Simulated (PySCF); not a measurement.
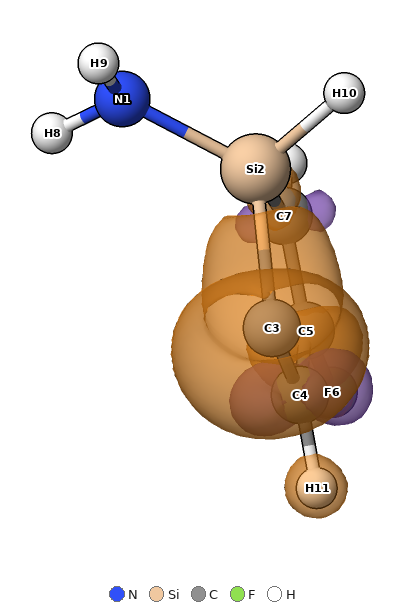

Figure 1: C4H5FNSi (doublet). Isosurfaces of the spin density (α minus β) at +0.03 (orange) and −0.03 e/Å³ (purple), seen at an oblique angle.

Geometry: GFN2-xTB.

Computed with UKS B3LYP, pcH-1 on C F H N Si, non-relativistic, mean-field spin-orbit, GIAO in PySCF 2.14.0, density-fitted response routines.

```xyz
12

N    -2.2353    0.2793   -0.4037
Si   -0.8089    0.4282    0.5421
C     0.1190   -1.1043    1.1459
C     1.3268   -1.1793    0.6141
C     1.6126   -0.1047   -0.3439
F     2.8170   -0.1109   -0.9536
C     0.6724    0.8098   -0.5743
H    -2.2099   -0.2495   -1.2608
H    -3.1164    0.1487    0.0636
H    -1.0695    1.3887    1.6057
H     2.0774   -1.9311    0.7998
H     0.8161    1.6243   -1.2607
```

Question: Describe the spin distribution.

Answer: The unpaired spin (1 electron) lies mostly on C3 (about 0.8) and Si2 (about 0.1), in electrons by Hirshfeld's partition.
